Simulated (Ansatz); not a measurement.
## NaCdCl3 (model cell, started as cubic perovskite with Cd in the octahedra): a soft mode frozen in

Aim: this structure of NaCdCl3 (model cell, started as cubic perovskite with Cd in the octahedra) is to be tested for unstable modes, and one is followed downhill.

Program: Ansatz 0.2.0. Level of theory: DFT r2SCAN, scalar-relativistic, plane waves, PAW; PAW set soft_1. Results are calculated unless marked as measured.

The structure was built from a prototype and need not be the compound's stable phase.

### 1. The structure

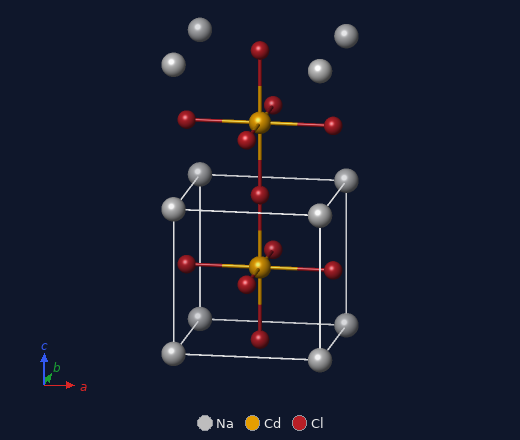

The starting structure, seen slightly off an axis (sodium light grey, cadmium orange, chlorine red). 1×1×2 cells are drawn. Some periodic images of atoms are drawn too.

### 2. Phonons on a q mesh

The cell comes from relaxations at this level that are not shown. Stability and thermal properties need the whole zone. Linear response on a 2×2×2 q mesh gives force constants as far as a supercell of that size would, and the tensors from the zone-centre run are typed in so that the long-range dipole term is interpolated apart.

input.yaml reads:

```yaml
crystal:
  lattice:
    - [5.169590516, 0.0, 0.0]
    - [0.0, 5.169590516, 0.0]
    - [0.0, 0.0, 5.169590516]
  atoms:
    - { symbol: Na, position: [0.0, 0.0, 0.0] }
    - { symbol: Cd, position: [0.5, 0.5, 0.5] }
    - { symbol: Cl, position: [0.5, 0.5, 0.0] }
    - { symbol: Cl, position: [0.5, 0.0, 0.5] }
    - { symbol: Cl, position: [0.0, 0.5, 0.5] }
kpoints:
  mp_grid: { grid: [6, 6, 6] }
hamiltonian:
  xc: r2scan
  pseudopotentials: { kind: paw, azcp: { folder: soft_1 } }
scf:
  occupations: { method: fixed }
output:
  eigenvalues: true
phonons:
  method: dfpt
  qmesh: [2, 2, 2]
  temperatures: { t_max: 1000, t_step: 50 }
  qpath:
    path:
      - [[0.0, 0.0, 0.0], [0.0, 0.5, 0.0], [0.5, 0.5, 0.0], [0.0, 0.0, 0.0], [0.5, 0.5, 0.5], [0.0, 0.5, 0.0]]
      - [[0.5, 0.5, 0.5], [0.5, 0.5, 0.0]]
    npoints: 10
  non_analytic_term:
    high_frequency_dielectric_tensor: [[2.8991, 0.0, 0.0], [0.0, 2.8991, 0.0], [0.0, 0.0, 2.8991]]
    born_effective_charges:
      - { species: Na, tensor: [[1.2791, 0.0, 0.0], [0.0, 1.2791, 0.0], [0.0, 0.0, 1.2791]] }
      - { species: Cd, tensor: [[2.5923, 0.0, 0.0], [0.0, 2.5923, 0.0], [0.0, 0.0, 2.5923]] }
      - { species: Cl, tensor: [[-0.862, 0.0, 0.0], [0.0, -0.862, 0.0], [0.0, 0.0, -2.1475]] }
      - { species: Cl, tensor: [[-0.862, 0.0, 0.0], [0.0, -2.1475, 0.0], [0.0, 0.0, -0.862]] }
      - { species: Cl, tensor: [[-2.1475, 0.0, 0.0], [0.0, -0.862, 0.0], [0.0, 0.0, -0.862]] }
    source: "zone-centre run at this cell"
```

Launch:

```
ansatz run input.yaml --threads 4 --pin off --max-ram 16384MiB --backend cpu --events-out ev --progress --plain --runs-dir out
```

Numbers of over 12 decimals in the logs are rounded to 6 here.

The log of the run:

```text
Engine: ansatz 0.2.0, aarch64-unknown-linux-gnu
Pseudopotentials: kind: paw
Pseudopotential: Na, paw, valence charge 9, recommended cutoff 500 eV (meta_gga), soft_1/Na.paw.azcp
Pseudopotential: Cd, paw, valence charge 20, recommended cutoff 500 eV (meta_gga), soft_1/Cd.paw.azcp
Pseudopotential: Cl, paw, valence charge 7, recommended cutoff 500 eV (meta_gga), soft_1/Cl.paw.azcp
Functional definition: r2SCAN
  parameter k0 = 0.174
  parameter k1 = 0.065
  parameter a1 = 4.9479
  exchange = r2scan_x(k0 = k0, k1 = k1, a1 = a1)
  correlation = r2scan_c
Crystal: 5 atoms, lattice volume = 138.156 Å³
Basis set: ecut = 500 eV, 3431 PW (Γ), exchange–correlation on 400×400×400 points (1000 copies of the dense FFT grid, shifted against one another)
Bands: 30, of which v1, the nominal top of the filled ones, is band 25 counted from 1 (24 counted from 0)
Symmetry: 48 space group operations
k-points: 80 of 216 (irreducible under 2 space group operations, time reversal used)
Non-local potential: Na, projectors of the file, l = 0: 3, l = 1: 2, l = 2: 1
Non-local potential: Cd, projectors of the file, l = 0: 3, l = 1: 2, l = 2: 2, l = 3: 1
Non-local potential: Cl, projectors of the file, l = 0: 2, l = 1: 2, l = 2: 1
PAW form: soft (Blöchl's): semilocal exchange-correlation on the pseudo side does not see the compensation charge
PAW frozen core: Na, regenerated for the run's functional (the file was generated under x = pbe(κ = 0.804, μ = 0.219515), c = pbe(β = 0.066725))
PAW frozen core: Cd, regenerated for the run's functional (the file was generated under x = pbe(κ = 0.804, μ = 0.219515), c = pbe(β = 0.066725))
PAW frozen core: Cl, regenerated for the run's functional (the file was generated under x = pbe(κ = 0.804, μ = 0.219515), c = pbe(β = 0.066725))
PAW one-centre angular grid: Na, 302 points (default); XC on 317 of its mesh's 2451 points in the sphere
PAW one-centre angular grid: Cd, 590 points (default); XC on 160 Gauss nodes
PAW one-centre angular grid: Cl, 302 points (default); XC on 160 Gauss nodes
Initial density: superposition of atomic densities (chi_scale 0.1, normalization cell, long waves kept (reshape's long-wave potential 0.01 eV rms))
Initial wavefunctions: pseudopotential atomic-orbital guess
Functional: x = r2scan, c = r2scan; τ floored in thin density (d = 2e-4 eV/Å³)
SCF iter   1: F=—  HF=-13016.865731 eV  |F-HF|=—  |Δ(HF+E_count)|=         —  Δρ=6.69e-2  dr2=5.35e0  dr2_τ=1.29e-2  ethr=3.10e-3  ⟨swp⟩=5.0  Hψ=8768  notcnv=0  defer=225
preconditioner: auto → Resta (q_TF=auto, 2.303 Å⁻¹)  ε∞=3.0  [insulator: Δε(μ)=1.446 eV  Ē_g=12.932 eV  n_scr=26 (ndim 8)  ℏωp=18.4 eV  f_vac=0.056  ε∞_Penn≈3.0]
SCF iter   2: F=—  HF=-13014.963367 eV  |F-HF|=—  |Δ(HF+E_count)|=    1.90e0  Δρ=1.90e-2  dr2=4.72e-1  dr2_τ=7.40e-2  ethr=3.10e-3  ⟨swp⟩=3.0  Hψ=5516  notcnv=0  defer=226
SCF iter   3: F=—  HF=-13014.886473 eV  |F-HF|=—  |Δ(HF+E_count)|=   7.69e-2  Δρ=7.00e-3  dr2=6.16e-2  dr2_τ=2.14e-3  ethr=9.44e-4  ⟨swp⟩=3.0  Hψ=4269  notcnv=0  defer=238
SCF iter   4: F=—  HF=-13014.892054 eV  |F-HF|=—  |Δ(HF+E_count)|=   5.58e-3  Δρ=1.23e-3  dr2=2.48e-3  dr2_τ=1.50e-4  ethr=1.23e-4  ⟨swp⟩=3.0  Hψ=4956  notcnv=0  defer=238
SCF iter   5: F=—  HF=-13014.893210 eV  |F-HF|=—  |Δ(HF+E_count)|=   1.16e-3  Δρ=4.20e-4  dr2=1.85e-4  dr2_τ=1.23e-5  ethr=4.95e-6  ⟨swp⟩=3.0  Hψ=4242  notcnv=0  defer=238
SCF iter   6: F=—  HF=-13014.893395 eV  |F-HF|=—  |Δ(HF+E_count)|=   1.86e-4  Δρ=6.57e-5  dr2=5.60e-6  dr2_τ=7.85e-7  ethr=3.70e-7  ⟨swp⟩=2.0  Hψ=4136  notcnv=0  defer=238
SCF iter   7: F=—  HF=-13014.893410 eV  |F-HF|=—  |Δ(HF+E_count)|=   1.47e-5  Δρ=1.33e-5  dr2=2.93e-7  dr2_τ=2.12e-8  ethr=1.12e-8  ⟨swp⟩=2.0  Hψ=3971  notcnv=0  defer=232
SCF iter   8: F=—  HF=-13014.893415 eV  |F-HF|=—  |Δ(HF+E_count)|=   5.18e-6  Δρ=4.47e-6  dr2=2.99e-8  dr2_τ=2.76e-9  ethr=5.87e-10  ⟨swp⟩=2.0  Hψ=4071  notcnv=0  defer=206
SCF iter   9: F=—  HF=-13014.893415 eV  |F-HF|=—  |Δ(HF+E_count)|=   1.26e-8  Δρ=8.06e-7  dr2=9.55e-10  dr2_τ=1.81e-10  ethr=5.99e-11  ⟨swp⟩=2.0  Hψ=3996  notcnv=0  defer=206
SCF iter  10: F=—  HF=-13014.893415 eV  |F-HF|=—  |Δ(HF+E_count)|=   1.06e-9  Δρ=1.64e-7  dr2=5.28e-11  dr2_τ=2.25e-12  ethr=1.91e-12  ⟨swp⟩=2.0  Hψ=3920  notcnv=0  defer=206
SCF iter  11: F=-13014.893415 eV  HF=-13014.893415 eV  |F-HF|=5.46e-12  |Δ(HF+E_count)|=  8.00e-11  Δρ=2.79e-8  dr2=1.37e-12  dr2_τ=5.51e-14  ethr=1.00e-12  ⟨swp⟩=15.7  Hψ=15916  notcnv=0
SCF 1 converged in 11 iterations: F = -13014.893415 eV  dr2 = 1.37e-12
  greatest PAW one-centre occupation: 1.002 electrons in one spin orbital (limit 2), on the Na atom at site 0 (counted from 0), in its partial waves of l = 0
DFPT response loops at Γ: preconditioner auto → none (the input reference at scf.mixing.eps_inf says where Resta's filter doesn't serve); β = 0.50; Broyden in place of MSR1
NSCF: frozen V_eff on 20 k-points
NSCF: frozen V_eff on 128 k-points
DFPT response loops at q = (0, 0, -0.5) (fractional): mixed as the last ones told, above
NSCF: frozen V_eff on 128 k-points
DFPT response loops at q = (0, -0.5, -0.5) (fractional): mixed as the last ones told, above
NSCF: frozen V_eff on 128 k-points
DFPT response loops at q = (-0.5, -0.5, -0.5) (fractional): mixed as the last ones told, above
SCF converged after 11 iterations
Free energy (F): -13014.893415 eV
Harris-Foulkes:  -13014.893415 eV  (|F-HF|=5.46e-12)
Internal energy: -13014.893415 eV  (E = F + TS)
E sigma→0 (E₀):  -13014.893415 eV
Fermi energy:    1.932141 eV
--- Per-component energies (eV) ---
  E_band       = -918.343885
  E_kinetic    = 1011.273431
  E_local      = -7014.423978  (includes V_loc(G=0)·N_el)
  E_nonlocal   = 496.725272
  E_hartree    = 2951.079612
  E_xc         = -493.621828
  E_vxc        = -651.433688  (∫ρ·V_xc dr)
  E_paw        = -6423.840105  (= ΣΔE_a)
  E_vpaw       = -702.340917  (= ΣTr[D̂ρ^β])
  E_aug_tail   = 0.000003  (compensation charges beyond the density's cutoff)
  E_vtau       = 39.696793  (kinetic-family band-sum trace: ∫τ·v_τ [+ j·A + Jᵃ·Aᵃ] dr)
  E_ewald      = -3541.085570
  E_core_change = -1.000252  (= ΣΔE_core)
  E_smearing   = -0.000000  (= −TS)
  E_closure    = -0.000000  (closes the sum)
  Σ components = -13014.893415   (vs F -13014.893415, Δ=0.00e0)
--- Band table (eV; the first three rows and the last of 80) ---
  k-point 0: bands = [... 21 lower, 0.9713, 1.1072, 1.1072, 1.1072, 4.5247, 6.4476, 10.4231, 10.4231, ... 1 higher]
  k-point 1: bands = [... 21 lower, 0.9469, 0.9469, 1.0846, 1.0846, 5.0534, 6.7244, 10.2286, 10.7348, ... 1 higher]
  k-point 2: bands = [... 21 lower, 0.8648, 0.8648, 1.0646, 1.0646, 6.2813, 7.4458, 9.5548, 11.2896, ... 1 higher]
  k-point 79: bands = [... 21 lower, 1.6157, 1.6157, 1.9321, 1.9321, 7.3886, 9.0814, 9.0814, 9.0814, ... 1 higher]
--- Phonons (Γ-DFPT): 4 representative perturbations + reference, on 80 of 216 k-points (Σ response iterations 26) ---
  k mesh reduced under 2 symmetry operations, with k and −k counted as one. Each operation leaves every solved perturbation unchanged. A smaller set is not considered because the functional reads the kinetic-energy density
  ASR residual: 6.859e-5 → 0.000e0 eV/Å²; symmetrization residual: 1.035e-5 eV/Å²
  ASR residual per site (eV/Å²): 6.86e-5 1.77e-5 1.73e-5 1.73e-5 1.73e-5
  Γ frequencies (cm⁻¹): -92.78 -92.78 -92.78 0.00 0.00 0.00 11.13 11.13 11.13 75.55 75.55 75.55 266.84 266.84 266.84
--- Phonons (arbitrary-q DFPT): 4 irreducible q on the 2×2×2 mesh ---
  q = [0.0000, 0.0000, 0.0000] (star 1, of the zone-centre solve; hermiticity 2.65e-6, symmetrization 4.70e-8): -92.78 -92.78 -92.78 -0.00 0.00 0.00 11.13 11.13 11.13 75.55 75.55 75.55 266.84 266.84 266.84
  q = [0.0000, 0.0000, -0.5000] (star 3, 9 solved perturbations in 504 linear systems a pass and spin channel, the states on 64 of 216 k-point pairs; hermiticity 2.11e-6, symmetrization 8.87e-12): -84.42 -84.42 -23.05 -23.05 28.94 57.66 61.61 61.61 63.51 63.51 88.58 144.57 266.08 266.08 277.09
  q = [0.0000, -0.5000, -0.5000] (star 3, 9 solved perturbations in 504 linear systems a pass and spin channel, the states on 64 of 216 k-point pairs; hermiticity 2.63e-6, symmetrization 1.11e-12): -88.72 -84.66 -84.66 -71.72 47.19 47.19 59.88 86.61 86.61 113.88 148.58 148.58 174.77 265.52 298.69
  q = [-0.5000, -0.5000, -0.5000] (star 1, 4 solved perturbations in 184 linear systems a pass and spin channel, the states on 64 of 216 k-point pairs; hermiticity 1.41e-6, symmetrization 1.28e-11): -88.86 -88.86 -88.86 -86.29 -86.29 -86.29 122.00 122.00 122.00 141.94 141.94 141.94 173.93 173.93 318.05
  sum rule: each row above includes the acoustic sum rule's correction from the zone centre's row sums; it moved no ω² by more than (0.90 cm⁻¹)²
  mesh force constants: q→R imaginary residual 3.98e-18; ASR residual 6.859e-5 → 0.000e0 eV/Å²; symmetrization residual 8.882e-15 eV/Å²
  interpolated dispersion: 63 rows × 15 modes
  density of states and harmonic sums: on the 12×12×12 q-mesh, interpolated from the force constants of a 2×2×2 supercell (with the dipole–dipole term of supplied tensors)
  largest difference from the sums on the solved wave vectors: F 1.57e-1 eV, S 2.01e-4 and C_V 5.11e-5 eV/K
  zero-point energy: 0.086093 eV/cell   skipped modes (ω ≤ 0): 416, of them read as no rigid motion or as one in doubt: 413 (5.010e0 modes/cell left out, lowest -92.78 cm⁻¹)   left out of the sums: 3.34e-1 of the cell's modes: C_V's classical limit lies that fraction below 3 k_B per atom; for a crystal, a wire or a layer, F and S can be off by more, and a phonons.interpolated_qmesh denser along its periods is the remedy for the sampling
```

Wall time 16 min (4 threads of Arm Neoverse V2, shared host); peak memory 14 GiB; 64 min of CPU time.

This step gave:

```
gap on the k-mesh                                       : 2.593 eV
volume per atom                                         : 27.63 Å³
sum-rule residual before enforcement                    : 6.86e-5 eV/Å²
lowest frequency on the path                            : -92.78 cm⁻¹
point group                                             : m-3m
highest frequency on the path or at a solved wavevector : 318.1 cm⁻¹
highest optical mode at the zone centre (no LO-TO term) : 266.8 cm⁻¹
lowest optical zone-centre mode                         : -92.78 cm⁻¹
lowest mode on the q mesh (acoustic modes at Γ apart)   : -92.78 cm⁻¹
```

Frequencies (cm⁻¹) solved at each irreducible wavevector; negative means imaginary. Frequencies by wavevector, by row:

```csv
q in reciprocal lattice units,star,mode 1,mode 2,mode 3,mode 4,mode 13,mode 14,mode 15
0 0 0,1,-92.8,-92.8,-92.8,0,266.8,266.8,266.8
0 0 -0.5,3,-84.4,-84.4,-23.1,-23.1,266.1,266.1,277.1
0 -0.5 -0.5,3,-88.7,-84.7,-84.7,-71.7,174.8,265.5,298.7
-0.5 -0.5 -0.5,1,-88.9,-88.9,-88.9,-86.3,173.9,173.9,318.1
```

Interpolated from a 2×2×2 q mesh, with the LO-TO term (at Γ the limit along the path; where Γ stands inside the path, tables give the limit on arrival). Phonon branches along the path, in cm⁻¹:

| point | branch 1 | branch 2 | branch 3 | branch 4 | branch 12 | branch 13 | branch 14 | branch 15 |
| --- | --- | --- | --- | --- | --- | --- | --- | --- |
| Γ | -93 | -93 | 0 | 0 | 110 | 267 | 267 | 305 |
| X | -84 | -84 | -23 | -23 | 145 | 266 | 266 | 277 |
| M | -89 | -85 | -85 | -72 | 149 | 175 | 266 | 299 |
| Γ | -93 | -93 | 0 | 0 | 110 | 267 | 267 | 305 |
| R | -89 | -89 | -89 | -86 | 142 | 174 | 174 | 318 |
| X | -84 | -84 | -23 | -23 | 145 | 266 | 266 | 277 |
| jump to R | -89 | -89 | -89 | -86 | 142 | 174 | 174 | 318 |
| M | -89 | -85 | -85 | -72 | 149 | 175 | 266 | 299 |

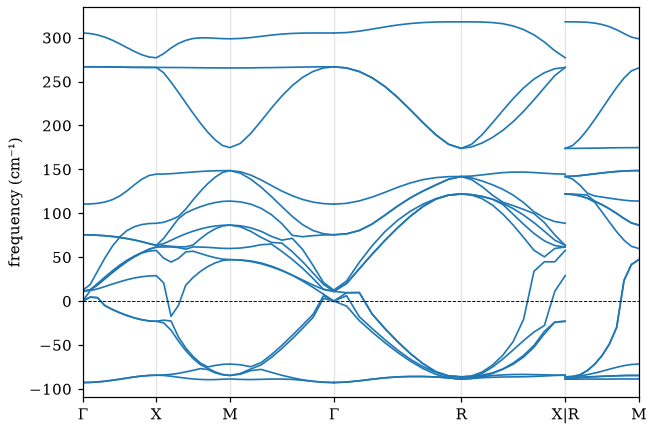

Phonon branches along the path.

Symmetry leaves 4 wavevectors to solve. The lowest mode among them, the acoustic zeros apart, lies at Γ and is imaginary, 92.8i cm⁻¹, so the energy falls along it.

### 3. The mode frozen in, largest atomic shift 0 Å

The mode followed lies at q = (-0.5, -0.5, -0.5) with frequency 88.9i cm⁻¹ and is 3-fold degenerate, one of the unstable modes though not the softest. At small amplitude the distorted cell has space group no. 74 by a symmetry search on the positions. The undistorted cell that holds it gives the zero of energy on the same k mesh.

System of this step: NaCdCl3 (model cell, started as cubic perovskite with Cd in the octahedra). Symmetry: Pm-3m, No. 221, cubic system. Conventional cell: a = 5.170 Å, b = 5.170 Å, c = 5.170 Å, α = 90.00°, β = 90.00°, γ = 90.00°. Na has 12 Cl at 3.66 Å nearest. Nearest to Cd lie 6 Cl at 2.58 Å. Cl has 2 Cd at 2.58 Å nearest. Farther neighbours and most contacts between anions are not listed.

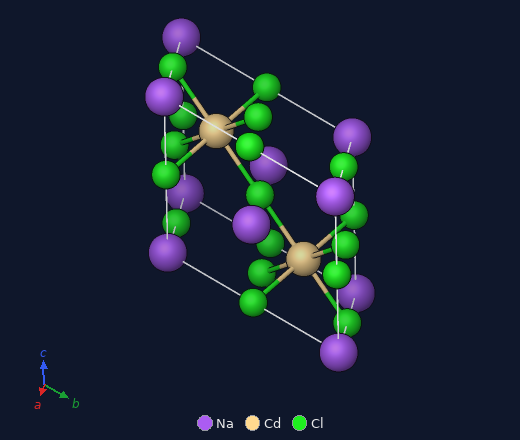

The cell of this step (sodium purple, cadmium orange, chlorine green). Some periodic images of atoms are drawn too.

input.yaml reads:

```yaml
crystal:
  lattice:
    - [5.169590516, 5.169590516, 0.0]
    - [5.169590516, 0.0, 5.169590516]
    - [5.169590516, 0.0, -5.169590516]
  atoms:
    - { symbol: Na, position: [0.0, 0.0, 0.0] }
    - { symbol: Na, position: [0.0, 0.5, 0.5] }
    - { symbol: Cd, position: [0.5, 0.25, 0.75] }
    - { symbol: Cd, position: [0.5, 0.75, 0.25] }
    - { symbol: Cl, position: [0.5, 0.0, 0.0] }
    - { symbol: Cl, position: [0.5, 0.5, 0.5] }
    - { symbol: Cl, position: [0.0, 0.5, 0.0] }
    - { symbol: Cl, position: [0.0, 0.0, 0.5] }
    - { symbol: Cl, position: [0.5, 0.0, 0.5] }
    - { symbol: Cl, position: [0.5, 0.5, 0.0] }
kpoints:
  mp_grid: { grid: [4, 4, 4] }
hamiltonian:
  xc: r2scan
  pseudopotentials: { kind: paw, azcp: { folder: soft_1 } }
scf:
  occupations: { method: gaussian, width: 0.02 }
output:
  forces: true
  stress: true
  eigenvalues: true
```

The log of the run:

```text
[...]
Crystal: 10 atoms, lattice volume = 276.311 Å³
Basis set: ecut = 500 eV, 6975 PW (Γ), exchange–correlation on 216×216×216 points (64 copies of the dense FFT grid, shifted against one another)
Bands: 60, of which v1, the nominal top of the filled ones, is band 50 counted from 1 (49 counted from 0)
Symmetry: 96 space group operations
[...]
k-points: 8 of 64
[...]
k-point 0: bands = [... 46 lower, 1.6156, 1.6156, 1.9321, 1.9321, 4.5246, 6.4476, 7.3886, 9.0813, ... 4 higher]
  k-point 1: bands = [... 46 lower, 1.3102, 1.5116, 1.6550, 1.6550, 5.3259, 6.9017, 7.7229, 8.4037, ... 4 higher]
  k-point 2: bands = [... 46 lower, 1.3891, 1.3891, 1.3891, 1.3891, 6.8981, 6.8981, 7.8509, 7.8509, ... 4 higher]
  k-point 7: bands = [... 46 lower, 1.3355, 1.3355, 1.3681, 1.3681, 7.6900, 7.6900, 8.3546, 8.3546, ... 4 higher]
[key lines of the parts left out:]
SCF converged after 8 iterations
Free energy (F): -26029.786693 eV
Fermi energy:    3.228359 eV
P = ⅓ Tr σ = -0.0077 GPa (-0.077 kbar)
```

The job ended after 4.6 s (4 threads; peak memory 1.3 GiB).

This step gave:

```yaml
pressure: -0.007679 GPa
energy_from_the_undistorted_cell: 0 meV/atom
```

At this level the gap is 2.59 eV on the k-mesh of the self-consistent run, which can miss the band edges.

### 4. The mode frozen in, largest atomic shift 0.6 Å

The atoms are moved along the unstable eigenvector, the largest shift by 0.6 Å, with the cell fixed.

input.yaml, the sections that differ from step 3:

```yaml
crystal:
  lattice:
    - [5.169590516, 5.169590516, 0.0]
    - [5.169590516, 0.0, 5.169590516]
    - [5.169590516, 0.0, -5.169590516]
  atoms:
    - { symbol: Na, position: [0.0, 0.0, 0.0] }
    - { symbol: Na, position: [0.0, 0.5, 0.5] }
    - { symbol: Cd, position: [0.5, 0.25, 0.75] }
    - { symbol: Cd, position: [0.5, 0.75, 0.25] }
    - { symbol: Cl, position: [0.4179308173, 0.0820691827, 0.0820691827] }
    - { symbol: Cl, position: [0.5820691827, 0.4179308173, 0.4179308173] }
    - { symbol: Cl, position: [0.0, 0.5410345914, -0.0410345914] }
    - { symbol: Cl, position: [0.0, -0.0410345914, 0.5410345914] }
    - { symbol: Cl, position: [0.5, -0.0410345914, 0.5410345914] }
    - { symbol: Cl, position: [0.5, 0.5410345914, -0.0410345914] }
# kpoints, hamiltonian, scf, output: as in step 3
```

The log of the run:

```text
[...]
Crystal: 10 atoms, lattice volume = 276.311 Å³
Basis set: ecut = 500 eV, 6975 PW (Γ), exchange–correlation on 216×216×216 points (64 copies of the dense FFT grid, shifted against one another)
Bands: 60, of which v1, the nominal top of the filled ones, is band 50 counted from 1 (49 counted from 0)
Symmetry: 8 space group operations
[...]
k-points: 18 of 64
[...]
k-point 0: bands = [... 46 lower, 1.3477, 1.4120, 1.5620, 1.6854, 4.5532, 6.8939, 7.8660, 9.0154, ... 4 higher]
  k-point 1: bands = [... 46 lower, 1.2319, 1.3128, 1.3272, 1.5027, 5.1848, 7.2396, 8.0045, 8.1517, ... 4 higher]
  k-point 2: bands = [... 46 lower, 1.1782, 1.1898, 1.2457, 1.3218, 6.5301, 6.5375, 8.0668, 8.1032, ... 4 higher]
  k-point 17: bands = [... 46 lower, 1.0846, 1.0846, 1.2968, 1.2968, 7.2127, 7.2127, 8.5817, 8.5817, ... 4 higher]
[key lines of the parts left out:]
SCF converged after 8 iterations
Free energy (F): -26030.340910 eV
Fermi energy:    3.119346 eV
P = ⅓ Tr σ = -1.5366 GPa (-15.366 kbar)
```

Run time: 9.4 s. Hardware: 4 threads; peak memory 1.4 GiB; 37 s of CPU time.

Numbers from this step:

```yaml
pressure: -1.537 GPa
gap_on_the_k_mesh: 2.868 eV
energy_from_the_undistorted_cell: -55.42 meV/atom
```

The energy, extrapolated to zero smearing, is -55.42 meV/atom against the undistorted cell.

The run ends at a pressure of -1.54 GPa, with forces up to 0.28 eV/Å.

(Continued in part 2 of 2.)

[Logs are printed without paths, hosts, clocks, repeated set-up lines and the standing remarks that a program may print on its own settings, such as how far it seeks lower states.]

[Hosts, paths, dates, database ids (printed as entryN), source tags and the programs' standing remarks are cut or masked in the printed files.]
